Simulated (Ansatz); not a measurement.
## What a change does: single-point calculation on C2H9AlBN

System: C2H9AlBN.
Method of run 1: RKS PBE-D4/def2-TZVPP (Ansatz 0.2.0).

The geometry comes from this level: PBE0-D4/def2-TZVP. Text and figures count atoms from 1; the logs count them from 0 in places.

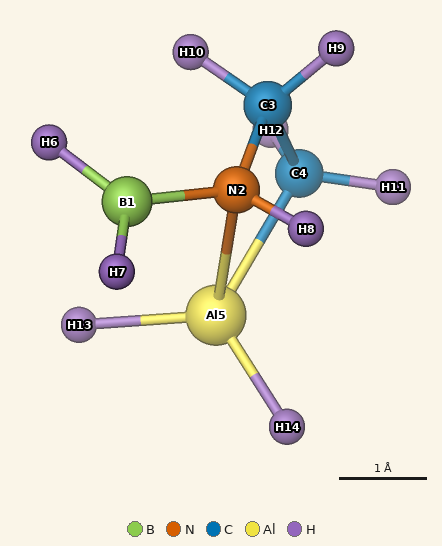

The input geometry (ball-and-stick view, seen at a tilt; atoms are numbered from 1 in the order of the input). Sticks mark near contacts.

### The input, run 1
```yaml
crystal:
  periodic: [false, false, false]
  atoms:
    - {symbol: B, position_ang: [-1.023966, 0.917938, 1.353557]}
    - {symbol: N, position_ang: [-0.266338, -0.177775, 0.894870]}
    - {symbol: C, position_ang: [1.125802, -0.129503, 0.378378]}
    - {symbol: C, position_ang: [1.099633, -0.561495, -1.087442]}
    - {symbol: Al, position_ang: [-0.834771, -0.172951, -1.300558]}
    - {symbol: H, position_ang: [-0.549338, 2.009599, 1.280540]}
    - {symbol: H, position_ang: [-2.118848, 0.706998, 1.779613]}
    - {symbol: H, position_ang: [-0.589529, -1.114487, 1.105088]}
    - {symbol: H, position_ang: [1.762654, -0.738133, 1.027363]}
    - {symbol: H, position_ang: [1.448208, 0.907761, 0.478334]}
    - {symbol: H, position_ang: [1.324296, -1.625788, -1.195579]}
    - {symbol: H, position_ang: [1.814773, -0.004105, -1.692559]}
    - {symbol: H, position_ang: [-1.323021, 1.320952, -1.569341]}
    - {symbol: H, position_ang: [-1.882555, -1.368112, -1.423465]}
basis:
  gaussian: {orbitals: def2-TZVPP}
hamiltonian: {xc: pbe, dispersion: d4}
output: {forces: true, orbitals: {seedname: orbitals}}
```

Launched with:
```bash
ansatz run in.yaml --threads 4 --pin off --events-out ev --progress --plain --max-ram 10444MiB
```

Hardware: 4 threads of Arm Neoverse V1, 23 GiB of memory available, shared host.

### Output (run 1)
```
Functional definition: PBE
  parameter kappa = 0.804
  parameter beta = 0.06672455060314922
  exchange = pbe_x(kappa = kappa, mu = beta*pi^2/3)
  correlation = pbe_c(beta = beta)
1484 factors; their error is unknown
mean field evaluation 1: about -10960.6350 eV, gradient 8.2e1 eV
mean field evaluation 2: about -10911.8375 eV, gradient 1.5e2 eV
mean field evaluation 4: about -10975.7927 eV, gradient 1.3e1 eV
mean field evaluation 8: about -10976.1668 eV, gradient 2.9e-1 eV
mean field evaluation 16: about -10976.1377 eV, gradient 1.2e-2 eV
mean field -10976.13767509 eV, -403.3656196664 hartree, gradient 3.3e-5 eV, S^2 0.000000; 0 other end points of the search recorded, 0 dependent functions left out
the calculation of the forces begins
reference -10976.13772965 eV, -403.3656216713 hartree; 23, 23 occupied and 269, 269 virtual orbitals, 1484 factors
Total energy: -10976.44161386 eV, -403.3767892102 hartree
Atom 0 at    -1.023966     0.917938     1.353557 Å, force    -0.140600     0.159688     0.032162 eV/Å
Atom 1 at    -0.266338    -0.177775     0.894870 Å, force    -0.017643     0.079095     0.116040 eV/Å
Atom 2 at     1.125802    -0.129503     0.378378 Å, force     0.157586    -0.022050    -0.072894 eV/Å
Atom 3 at     1.099633    -0.561495    -1.087442 Å, force    -0.000368    -0.017179    -0.050081 eV/Å
Atom 4 at    -0.834771    -0.172951    -1.300558 Å, force    -0.118095     0.029560    -0.114525 eV/Å
Atom 5 at    -0.549338     2.009599     1.280540 Å, force     0.057240     0.109599    -0.004995 eV/Å
Atom 6 at    -2.118848     0.706998     1.779613 Å, force    -0.112177    -0.028218     0.037714 eV/Å
Atom 7 at    -0.589529    -1.114487     1.105088 Å, force    -0.104245    -0.329115     0.064020 eV/Å
Atom 8 at     1.762654    -0.738133     1.027363 Å, force     0.140151    -0.125017     0.145083 eV/Å
Atom 9 at     1.448208     0.907761     0.478334 Å, force     0.067933     0.211572     0.029329 eV/Å
Atom 10 at     1.324296    -1.625788    -1.195579 Å, force     0.041372    -0.197357    -0.033222 eV/Å
Atom 11 at     1.814773    -0.004105    -1.692559 Å, force     0.125730     0.105655    -0.130396 eV/Å
Atom 12 at    -1.323021     1.320952    -1.569341 Å, force    -0.030430     0.098379    -0.016217 eV/Å
Atom 13 at    -1.882555    -1.368112    -1.423465 Å, force    -0.066453    -0.074612    -0.002019 eV/Å
Dipole moment:     0.403892    -0.235927     0.322633 e Å
```

The input of run 2 differs as follows (lines with − go, lines with + come):
```diff
-hamiltonian: {xc: pbe, dispersion: d4}
+hamiltonian: {xc: {name: B3LYP}, dispersion: d4}
```

What does this change do to the results?

The total energies belong to different models, so their difference says nothing on which is more stable or more accurate. The largest force goes from 0.351 to 0.388 eV/Å. The HOMO goes from −6.16 to −7.15 eV. The LUMO goes from −1.76 to −1.01 eV. The dipole moment goes from 2.73 to 2.68 D. On the same kind of shared host run 2 took about 1.8 times as long.

### Output (run 2)
```
Functional definition: B3LYP
  parameter a0 = 0.2
  parameter ax = 0.72
  parameter ac = 0.81
  exchange = (1 - a0 - ax)*slater_x + ax*b88_x + a0*exact_x
  correlation = (1 - ac)*vwn_rpa_c + ac*lyp_c
1508 factors; their error is unknown
mean field evaluation 1: about -10975.6873 eV, gradient 7.2e1 eV
mean field evaluation 2: about -10957.7522 eV, gradient 1.1e2 eV
mean field evaluation 4: about -10987.2221 eV, gradient 6.4e0 eV
mean field evaluation 8: about -10987.3032 eV, gradient 5.6e-1 eV
mean field evaluation 16: about -10987.3036 eV, gradient 4.4e-5 eV
mean field -10987.30363477 eV, -403.7759611158 hartree, gradient 1.2e-5 eV, S^2 0.000000; 0 other end points of the search recorded, 0 dependent functions left out
the calculation of the forces begins
reference -10987.30395814 eV, -403.7759729995 hartree; 23, 23 occupied and 269, 269 virtual orbitals, 1508 factors
Total energy: -10987.79191855 eV, -403.7939052140 hartree
Atom 0 at    -1.023966     0.917938     1.353557 Å, force    -0.087523     0.128627     0.139311 eV/Å
Atom 1 at    -0.266338    -0.177775     0.894870 Å, force    -0.245947    -0.036747     0.102206 eV/Å
Atom 2 at     1.125802    -0.129503     0.378378 Å, force     0.350832     0.088291     0.139483 eV/Å
Atom 3 at     1.099633    -0.561495    -1.087442 Å, force     0.059142    -0.074599    -0.201443 eV/Å
Atom 4 at    -0.834771    -0.172951    -1.300558 Å, force    -0.178433     0.008019    -0.171664 eV/Å
Atom 5 at    -0.549338     2.009599     1.280540 Å, force    -0.072453    -0.124435     0.016770 eV/Å
Atom 6 at    -2.118848     0.706998     1.779613 Å, force     0.121033     0.038535    -0.047049 eV/Å
Atom 7 at    -0.589529    -1.114487     1.105088 Å, force     0.009885     0.021523     0.024851 eV/Å
Atom 8 at     1.762654    -0.738133     1.027363 Å, force    -0.030955     0.039804    -0.038147 eV/Å
Atom 9 at     1.448208     0.907761     0.478334 Å, force    -0.000078    -0.080225    -0.004082 eV/Å
Atom 10 at     1.324296    -1.625788    -1.195579 Å, force     0.003521     0.059795     0.001161 eV/Å
Atom 11 at     1.814773    -0.004105    -1.692559 Å, force    -0.029292    -0.040618     0.031963 eV/Å
Atom 12 at    -1.323021     1.320952    -1.569341 Å, force     0.032834    -0.110869     0.005047 eV/Å
Atom 13 at    -1.882555    -1.368112    -1.423465 Å, force     0.067432     0.082897     0.001593 eV/Å
Dipole moment:     0.387095    -0.219484     0.338221 e Å
```

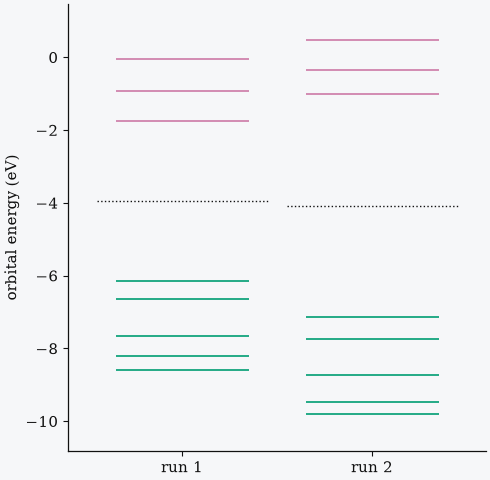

The five highest filled and three lowest empty orbital energies of the two runs; the dotted lines part filled from empty levels. The HOMO–LUMO gap is 4.40 eV in run 1 and 6.14 eV in run 2.

### The two runs side by side

```tsv
quantity	run 1	run 2
outcome	converged	converged
total energy (hartree)	−403.376789	−403.793905
HOMO (eV)	−6.16	−7.15
LUMO (eV)	−1.76	−1.01
dipole moment (D)	2.73	2.68
largest force (eV/Å)	0.351	0.388
basis functions	292	292
wall time (shared host)	3.4 s	6 s
```
